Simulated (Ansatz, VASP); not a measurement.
# GeW in two plane-wave programs

One calculation is typed for both programs; each brings its own data sets. How far apart do they land? The cell is generated by rule, not measured, and may not be a known phase. The cell is taken from a series of VASP runs on this material, whose earlier steps may have relaxed, scaled or displaced it; both programs get it as it stands. Valence electrons are named where the data sets of a main pair hold unlike numbers.

Main program and level: Ansatz 0.2.0; plane waves, with VASP 6.6.1 beside it; band structure at LDA and band structure at LDA, spin-orbit coupling.

The structure was built from a prototype and need not be the compound's stable phase.

### Step 1. Starting point

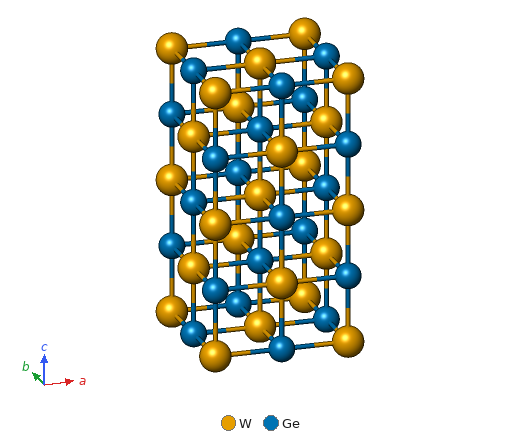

The starting structure, seen from a free direction (tungsten orange, germanium blue). 1×1×2 cells are drawn. This picture shows the conventional cell, with its axes. Some periodic images of atoms are drawn too.

Coordinates:

```cif
data_structure
_symmetry_space_group_name_H-M 'Fm-3m'
_symmetry_Int_Tables_number 225
_cell_length_a 5.5200
_cell_length_b 5.5200
_cell_length_c 5.5200
_cell_angle_alpha 90.000
_cell_angle_beta 90.000
_cell_angle_gamma 90.000
_cell_volume 168.20
loop_
_atom_site_label
_atom_site_type_symbol
_atom_site_symmetry_multiplicity
_atom_site_Wyckoff_symbol
_atom_site_fract_x
_atom_site_fract_y
_atom_site_fract_z
_atom_site_occupancy
W1 W 4 a 0.00000 0.00000 0.00000 1
Ge1 Ge 4 b 0.50000 0.00000 0.00000 1
```

### Step 2. VASP: band structure, LDA

With cell and atoms fixed, the geometry can't cause a difference; cores, projectors, grids and the points listed under the comparison can.

Lines of VASP's logs that name or quote its potential files are left out, and so is its time.

Contents of INCAR:

```
SYSTEM = GeW
PREC = Accurate
ENCUT = 410
EDIFF = 1E-06
NELM = 100
ISMEAR = 0
SIGMA = 0.02
LREAL = .FALSE.
ALGO = Normal
GGA = CA
NBANDS = 22
LORBIT = 11
LWAVE = .FALSE.
LCHARG = .FALSE.
KPAR = 4
ISIF = 2
```

Contents of POSCAR:

```
GeW
1.0
    0.0000000000      2.7600000000      2.7600000000
    2.7600000000      0.0000000000      2.7600000000
    2.7600000000      2.7600000000      0.0000000000
W Ge
1 1
Direct
    0.0000000000      0.0000000000      0.0000000000
    0.5000000000      0.5000000000      0.5000000000
```

Contents of KPOINTS:

```
Automatic mesh
0
Gamma
12 12 12
0 0 0
```

Contents of KPOINTS_OPT:

```
Line mode
24
Line-mode
Reciprocal
  0.00000000   0.00000000   0.00000000 GAMMA
  0.50000000   0.00000000   0.50000000 X

  0.50000000   0.00000000   0.50000000 X
  0.50000000   0.25000000   0.75000000 W

  0.50000000   0.25000000   0.75000000 W
  0.37500000   0.37500000   0.75000000 K

  0.37500000   0.37500000   0.75000000 K
  0.00000000   0.00000000   0.00000000 GAMMA

  0.00000000   0.00000000   0.00000000 GAMMA
  0.50000000   0.50000000   0.50000000 L

  0.50000000   0.50000000   0.50000000 L
  0.62500000   0.25000000   0.62500000 U

  0.62500000   0.25000000   0.62500000 U
  0.50000000   0.25000000   0.75000000 W

  0.50000000   0.25000000   0.75000000 W
  0.50000000   0.50000000   0.50000000 L

  0.50000000   0.50000000   0.50000000 L
  0.37500000   0.37500000   0.75000000 K

  0.62500000   0.25000000   0.62500000 U
  0.50000000   0.00000000   0.50000000 X
```

Potentials, in the order of the species: W and Ge_d (LDA family, release 64).

Launch:

```
mpirun -np 4 vasp_std
```

Numbers of over 12 decimals in the logs are rounded to 6 here.

What it wrote:

```text
[banner, memory and clock lines left out]
running    4 mpi-ranks, on    1 nodes
 distrk:  each k-point on    1 cores,    4 groups
 distr:  one band on    1 cores,    1 groups

 POSCAR found type information on POSCAR W Ge
 POSCAR found :  2 types and       2 ions
 LDA part: xc-table for (Slater(with rela. corr.)+CA(PZ))
 , standard interpolation
 POSCAR, INCAR and KPOINTS ok, starting setup
 FFT: planning ... GRIDC
 FFT: planning ... GRID_SOFT
 FFT: planning ... GRID
 WAVECAR not read
 entering main loop
       N       E                     dE             d eps       ncg     rms          rms(c)
DAV:   1     0.116248942344E+03    0.11625E+03   -0.79475E+03  4040   0.165E+03
DAV:   2    -0.926488495376E+00   -0.11718E+03   -0.11041E+03  3396   0.448E+02
DAV:   3    -0.175860402256E+02   -0.16660E+02   -0.16460E+02  3672   0.843E+01
DAV:   4    -0.180442811411E+02   -0.45824E+00   -0.45805E+00  3648   0.146E+01
DAV:   5    -0.180498428439E+02   -0.55617E-02   -0.55616E-02  3708   0.188E+00    0.123E+01
DAV:   6    -0.167285052078E+02    0.13213E+01   -0.44222E+00  4180   0.751E+00    0.239E+00
DAV:   7    -0.166852154769E+02    0.43290E-01   -0.21113E-01  3874   0.436E+00    0.225E+00
DAV:   8    -0.166718518961E+02    0.13364E-01   -0.38710E-02  4322   0.180E+00    0.255E-01
DAV:   9    -0.166707414786E+02    0.11104E-02   -0.42200E-03  4240   0.908E-01    0.174E-01
DAV:  10    -0.166706616597E+02    0.79819E-04   -0.19302E-04  4392   0.164E-01    0.219E-02
DAV:  11    -0.166706546038E+02    0.70560E-05   -0.41061E-05  4272   0.902E-02    0.193E-02
DAV:  12    -0.166706537971E+02    0.80666E-06   -0.17026E-06  3458   0.135E-02
   1 F= -.16670654E+02 E0= -.16670309E+02  d E =-.690097E-03
 Start KPOINTS_OPT (optional k-point list driver)
k-point batch [1-72\240]
       N       E                     dE             ncg
DAV:   1    -0.266482144214E+04   -0.43724E+05     3912
DAV:   2    -0.114036780272E+05   -0.87389E+04     3388
DAV:   3    -0.126374710692E+05   -0.12338E+04     3714
DAV:   4    -0.126719424989E+05   -0.34471E+02     3678
DAV:   5    -0.126723628307E+05   -0.42033E+00     3756
DAV:   6    -0.126723713669E+05   -0.85362E-02     3728
DAV:   7    -0.126723715972E+05   -0.23037E-03     3752
DAV:   8    -0.126723716039E+05   -0.67291E-05     3102
DAV:   9    -0.126723716044E+05   -0.45406E-06     2544
[...]
k-point batch [217-240\240]
       N       E                     dE             ncg
DAV:   1     0.280749738868E+05   -0.16601E+05     1278
DAV:   2     0.250024802335E+05   -0.30725E+04     1110
DAV:   3     0.245603222948E+05   -0.44216E+03     1248
DAV:   4     0.245469577928E+05   -0.13365E+02     1206
DAV:   5     0.245467902711E+05   -0.16752E+00     1290
DAV:   6     0.245467869415E+05   -0.33296E-02     1212
DAV:   7     0.245467868537E+05   -0.87767E-04     1278
DAV:   8     0.245467868512E+05   -0.25454E-05     1114
DAV:   9     0.245467868511E+05   -0.13610E-06      798
```

OUTCAR, selected parts (step 2):

```text
ion  position               nearest neighbor table
   1  0.000  0.000  0.000-   2 2.76   2 2.76   2 2.76   2 2.76   2 2.76   2 2.76
   2  0.500  0.500  0.500-   1 2.76   1 2.76   1 2.76   1 2.76   1 2.76   1 2.76

  LATTYP: Found a face centered cubic cell.
 ALAT       =     5.5200000000

 Subroutine GETGRP returns: Found 48 space group operations
 (whereof 48 operations were pure point group operations)

The static configuration has the point symmetry O_h .

 Found     72 irreducible k-points:

   k-points           NKPTS =     72   k-points in BZ     NKDIM =     72   number of bands    NBANDS=     22

   dimension x,y,z NGX =    28 NGY =   28 NGZ =   28
   dimension x,y,z NGXF=    56 NGYF=   56 NGZF=   56

   ENCUT  =  410.0 eV  30.13 Ry    5.49 a.u.   6.44  6.44  6.44*2*pi/ulx,y,z

   NELECT =      20.0000    total number of electrons

 k-points in reciprocal lattice and weights: Automatic mesh
   0.00000000  0.00000000  0.00000000       0.001
   0.08333333  0.00000000  0.00000000       0.005
   0.16666667  0.00000000  0.00000000       0.005
   0.25000000  0.00000000  0.00000000       0.005
   0.33333333  0.00000000  0.00000000       0.005
   0.41666667  0.00000000  0.00000000       0.005
   0.50000000  0.00000000  0.00000000       0.002
   0.08333333  0.08333333  0.00000000       0.003
   0.16666667  0.08333333  0.00000000       0.014
[...]
-0.33333333  0.50000000  0.16666667       0.007
  -0.25000000  0.50000000  0.25000000       0.003

 average (electrostatic) potential at core
       1 -41.6634       2 -74.6048

 E-fermi :   5.0716

 k-point     1 :       0.0000    0.0000    0.0000
  band No.  band energies     occupation
    ...
      7       3.9233      2.00000
      8       3.9233      2.00000
      9       3.9233      2.00000
     10       4.3778      2.00000
     11       4.3778      2.00000
     12       7.1437      0.00000
     13       7.1437      0.00000
     14       7.1437      0.00000
     15      10.0254      0.00000
     16      13.6309      0.00000
    ...

 k-point     2 :       0.0833    0.0000    0.0000
  band No.  band energies     occupation
    ...
      7       3.7243      2.00000
      8       3.8907      2.00000
      9       3.8907      2.00000
     10       4.2048      2.00000
     11       4.2048      2.00000
     12       6.6362      0.00000
     13       7.5405      0.00000
     14       7.5405      0.00000
     15      10.7356      0.00000
     16      13.7388      0.00000
    ...

 k-point     3 :       0.1667    0.0000    0.0000
  band No.  band energies     occupation
    ...
      7       3.0689      2.00000
      8       3.4483      2.00000
      9       3.4483      2.00000
     10       4.3041      2.00000
     11       4.3041      2.00000
     12       5.9727      0.00000
     13       8.4344      0.00000
     14       8.4344      0.00000
     15      11.8900      0.00000
     16      13.7677      0.00000
    ...

  Total       -7.6363020     -7.6363020     -7.6363020      0.0000000      0.0000000      0.0000000
  in kB     -290.9621080   -290.9621080   -290.9621080      0.0000000      0.0000000      0.0000000
  external PRESSURE =    -290.9621080 kB  Pullay stress =       0.0000000 kB

  energy-cutoff  :      410.00
  volume of cell :       42.05
      direct lattice vectors                 reciprocal lattice vectors
     0.000000000  2.760000000  2.760000000    -0.181159420  0.181159420  0.181159420
     2.760000000  0.000000000  2.760000000     0.181159420 -0.181159420  0.181159420
     2.760000000  2.760000000  0.000000000     0.181159420  0.181159420 -0.181159420

 POSITION                                       TOTAL-FORCE (eV/Angst)
 -----------------------------------------------------------------------------------
      0.00000      0.00000      0.00000         0.000000     -0.000000     -0.000000
      2.76000      2.76000      2.76000        -0.000000      0.000000      0.000000
 -----------------------------------------------------------------------------------
    total drift:                                0.000000      0.000000      0.000000

  FREE ENERGIE OF THE ION-ELECTRON SYSTEM (eV)
  ---------------------------------------------------
  free  energy   TOTEN  =       -16.6706537971 eV

  energy  without entropy=      -16.6699637000  energy(sigma->0) =      -16.67030875

 total charge
# of ion       s       p       d       tot
------------------------------------------
    1        0.464   0.325   3.891   4.680
    2        1.121   1.210  10.033  12.364
--------------------------------------------------
tot          1.585   1.534  13.924  17.044

[... 3 further parts left out ...]
```

The data set W keeps the semicore shell frozen, which is cheaper and a little less accurate.

### Step 3. Ansatz: band structure, LDA

Ansatz runs on its default PAW (the set named soft_2) files.

The same cell, functional (in two slightly different forms), mesh and smearing now go to Ansatz, which takes its cutoff from its data sets.

Contents of input.yaml:

```yaml
crystal:
  lattice:
    - [0.0, 2.76, 2.76]
    - [2.76, 0.0, 2.76]
    - [2.76, 2.76, 0.0]
  atoms:
    - { symbol: W, position: [0.0, 0.0, 0.0] }
    - { symbol: Ge, position: [0.5, 0.5, 0.5] }
hamiltonian:
  xc: lda
  pseudopotentials: { kind: paw }
kpoints:
  mp_grid: { grid: [12, 12, 12] }
  band_path:
    path:
      - [0.0, 0.0, 0.0]
      - [0.17391, 0.0, 0.17391]
      - [0.34783, 0.0, 0.34783]
      - [0.5, 0.0, 0.5]
      - [0.5, 0.08696, 0.58696]
      - [0.5, 0.18478, 0.68478]
      - [0.49457, 0.25543, 0.75]
      - [0.45109, 0.29891, 0.75]
      - [0.40761, 0.34239, 0.75]
      - [0.34239, 0.34239, 0.68478]
      - [0.21196, 0.21196, 0.42391]
      - [0.08152, 0.08152, 0.16304]
      - [0.04348, 0.04348, 0.04348]
      - [0.23913, 0.23913, 0.23913]
      - [0.41304, 0.41304, 0.41304]
      - [0.5163, 0.46739, 0.5163]
      - [0.55978, 0.38043, 0.55978]
      - [0.6087, 0.28261, 0.6087]
      - [0.60326, 0.25, 0.64674]
      - [0.55978, 0.25, 0.69022]
      - [0.5163, 0.25, 0.7337]
      - [0.5, 0.30435, 0.69565]
      - [0.5, 0.3913, 0.6087]
      - [0.5, 0.47826, 0.52174]
      - [0.47283, 0.47283, 0.55435]
      - [0.42391, 0.42391, 0.65217]
      - [0.38043, 0.38043, 0.73913]
      - [0.59239, 0.18478, 0.59239]
      - [0.54891, 0.09783, 0.54891]
      - [0.5, 0.0, 0.5]
    npoints: 1
scf:
  occupations: { method: gaussian, width: 0.02 }
  n_extra_bands: 7
output:
  forces: true
  stress: true
  eigenvalues: true
```

Launch:

```
ansatz run input.yaml --threads 2 --pin off --max-ram 4608MiB --backend cpu --events-out ev --progress --plain --runs-dir out
```

What it wrote:

```text
scf.n_extra_bands = 7 over 14 filled bands (N_el = 28.0): the run solves 21 bands
Engine: ansatz 0.2.0, x86_64-unknown-linux-gnu
Pseudopotentials: kind: paw
Pseudopotential: W, paw, valence charge 14, recommended cutoff 420 eV (normal), W.paw.azcp
Pseudopotential: Ge, paw, valence charge 14, recommended cutoff 420 eV (normal), Ge.paw.azcp
Functional definition: SPW92
  exchange = slater_x
  correlation = pw_c
Crystal: 2 atoms, lattice volume = 42.049 Å³
Basis set: ecut = 420 eV, 869 PW (Γ)
Bands: 21, of which v1, the nominal top of the filled ones, is band 14 counted from 1 (13 counted from 0)
Symmetry: 48 space group operations
Space group: Fm-3m (ITA 225), of the structure as read, at distance tolerance 3.5e-5 Å
k-points: 72 of 1728
Non-local potential: W, projectors of the file, l = 0: 3, l = 1: 2, l = 2: 2, l = 3: 1
Non-local potential: Ge, projectors of the file, l = 0: 2, l = 1: 2, l = 2: 3, l = 3: 1
PAW form: soft (Blöchl's): semilocal exchange-correlation on the pseudo side does not see the compensation charge
PAW frozen core: W, regenerated for the run's functional, and the local potential with it (the file was generated under x = pbe(κ = 0.804, μ = 0.219515), c = pbe(β = 0.066725))
PAW frozen core: Ge, regenerated for the run's functional, and the local potential with it (the file was generated under x = pbe(κ = 0.804, μ = 0.219515), c = pbe(β = 0.066725))
PAW one-centre angular grid: W, 590 points (default); XC on 64 Gauss nodes
PAW one-centre angular grid: Ge, 590 points (default); XC on 64 Gauss nodes
Initial density: superposition of atomic densities (neutral atoms: chi_scale 0, normalization atom), corrected by the library's trained network
Initial wavefunctions: pseudopotential atomic-orbital guess
Functional: x = slater, c = lda
SCF iter   1: F=—  HF=-14342.860466 eV  |F-HF|=—  |Δ(HF+E_count)|=         —  Δρ=4.27e-3  dr2=4.92e-3  ethr=1.77e-3  ⟨swp⟩=6.0  Hψ=6939  notcnv=0  defer=1
preconditioner: auto → Kerker (q_TF=auto, 2.550 Å⁻¹)  [metal: Δε(μ)=0.008 eV  Ē_g=18.647 eV  σ=0.020 eV  W_gap=0.23  n_scr=14 (ndim 8)  ℏωp=25.6 eV  f_vac=0.000  D(μ)=3.26/eV (n_scr^D=26)]
SCF iter   2: F=—  HF=-14342.860032 eV  |F-HF|=—  |Δ(HF+E_count)|=   4.34e-4  Δρ=2.33e-3  dr2=1.61e-3  ethr=1.76e-5  ⟨swp⟩=2.0  Hψ=3144  notcnv=0  defer=160
SCF iter   3: F=—  HF=-14342.859804 eV  |F-HF|=—  |Δ(HF+E_count)|=   2.28e-4  Δρ=9.07e-4  dr2=2.94e-4  ethr=5.75e-6  ⟨swp⟩=2.4  Hψ=2058  notcnv=0  defer=160
SCF iter   4: F=—  HF=-14342.859701 eV  |F-HF|=—  |Δ(HF+E_count)|=   1.03e-4  Δρ=2.04e-4  dr2=1.70e-5  ethr=1.05e-6  ⟨swp⟩=2.0  Hψ=2042  notcnv=0  defer=160
SCF iter   5: F=—  HF=-14342.859699 eV  |F-HF|=—  |Δ(HF+E_count)|=   2.61e-6  Δρ=7.47e-5  dr2=1.94e-6  ethr=6.06e-8  ⟨swp⟩=2.1  Hψ=2012  notcnv=0  defer=160
SCF iter   6: F=-14342.859699 eV  HF=-14342.859699 eV  |F-HF|=1.75e-8  |Δ(HF+E_count)|=   4.37e-7  Δρ=1.66e-5  dr2=9.57e-8  ethr=3.57e-10  ⟨swp⟩=6.1  Hψ=7211  notcnv=0
SCF 1 converged in 6 iterations: F = -14342.859699 eV  dr2 = 9.57e-8
  greatest PAW one-centre occupation: 1.000 electrons in one spin orbital (limit 2), on the W atom at site 0 (counted from 0), in its partial waves of l = 0
NSCF: frozen V_eff on 30 k-points
SCF converged after 6 iterations
Free energy (F): -14342.859699 eV
Harris-Foulkes:  -14342.859699 eV  (|F-HF|=1.75e-8)
Internal energy: -14342.859053 eV  (E = F + TS)
E sigma→0 (E₀):  -14342.859376 eV
Entropy (-TS):   -0.000646 eV (-0.323 meV/atom)
Fermi energy:    12.488440 eV
--- Per-component energies (eV) ---
  E_band       = -312.097169
  E_kinetic    = 553.282598
  E_local      = -3130.983209  (includes V_loc(G=0)·N_el)
  E_nonlocal   = 429.682547
  E_hartree    = 1290.714837
  E_xc         = -334.884826
  E_vxc        = -297.254698  (∫ρ·V_xc dr)
  E_paw        = -10251.489044  (= ΣΔE_a)
  E_vpaw       = -448.257376  (= ΣTr[D̂ρ^β])
  E_aug_tail   = 0.000208  (compensation charges beyond the density's cutoff)
  E_ewald      = -2901.373642
  E_core_change = 2.191479  (= ΣΔE_core)
  E_smearing   = -0.000646  (= −TS)
  E_closure    = -0.000000  (closes the sum)
  Σ components = -14342.859699   (vs F -14342.859699, Δ=0.00e0)
--- Forces (eV/Å), atoms counted from 1 ---
  atom   1  W      0.00000000     0.00000000    -0.00000000
  atom   2  Ge     0.00000000    -0.00000000     0.00000000
  max |Σ_I F_I| component: 3.26e-29 eV/Å
--- Stress (GPa, compression-positive) ---
      -28.521049       0.000000      -0.000000
        0.000000     -28.521049       0.000000
        0.000000       0.000000     -28.521049
  P = ⅓ Tr σ = -28.5210 GPa (-285.210 kbar)
--- Band table (eV; the first three rows and the last of 72) ---
  k-point 0: bands = [... 10 lower, 11.3405, 11.3405, 11.3405, 11.8030, 11.8030, 14.5112, 14.5112, 14.5112, ... 3 higher]
  k-point 1: bands = [... 10 lower, 11.1376, 11.3071, 11.3071, 11.6262, 11.6262, 14.0042, 14.9137, 14.9137, ... 3 higher]
  k-point 2: bands = [... 10 lower, 10.4703, 10.8608, 10.8608, 11.7246, 11.7246, 13.3510, 15.8155, 15.8155, ... 3 higher]
  k-point 71: bands = [... 10 lower, 9.1387, 9.2904, 9.2904, 12.8985, 13.2635, 13.2635, 13.3031, 14.5560, ... 3 higher]
```

It took 1.2 s on 2 threads of AMD EPYC 9R14 (Zen 4), shared host; peak memory 0.41 GiB; 2.3 s of CPU time.

In the SCF lines HF is the Harris–Foulkes energy and dr2 the Hartree energy of the density residual, in eV; the loop may stop once dr2 is under the threshold and the program's other checks hold. Hψ counts applications of the Hamiltonian.

### Step 4. Comparison

Known differences besides the potentials themselves: the two LDA forms differ slightly; the data sets hold 28 valence electrons in Ansatz (on its default PAW (the set named soft_2) files) and 20 in VASP; the cutoff is 420 eV in Ansatz and 410 eV in VASP; VASP's log shows a relativistic correction to its local exchange, Ansatz's none. Total energies have different zeros and are not compared.

The two programs side by side:

| quantity | Ansatz | VASP | difference |
| --- | --- | --- | --- |
| pressure (GPa) | -28.52 | -29.10 | +0.58 |

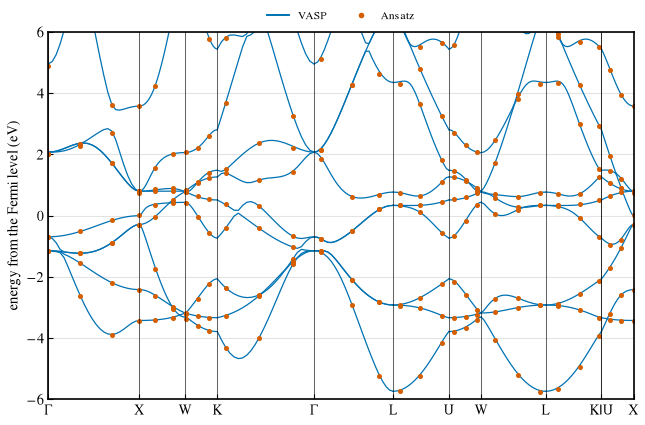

Bands from VASP (lines) and levels from Ansatz (dots). Dots without a line are higher empty bands that the VASP plot leaves out.

Levels from 3 eV below to 2 eV above the Fermi level differ by 15 meV r.m.s. and 50 meV at most; each VASP level is matched to the nearest of Ansatz, which flatters the figure a little.

(Continued in part 2 of 2.)

[Lines on the potential files, build, host, timing and source positions are cut from VASP's logs without a mark.]

[Logs are printed without paths, hosts, clocks, repeated set-up lines and the standing remarks that a program may print on its own settings, such as how far it seeks lower states.]

[Hosts, paths, dates, database ids (printed as entryN), source tags and the programs' standing remarks are cut or masked in the printed files.]
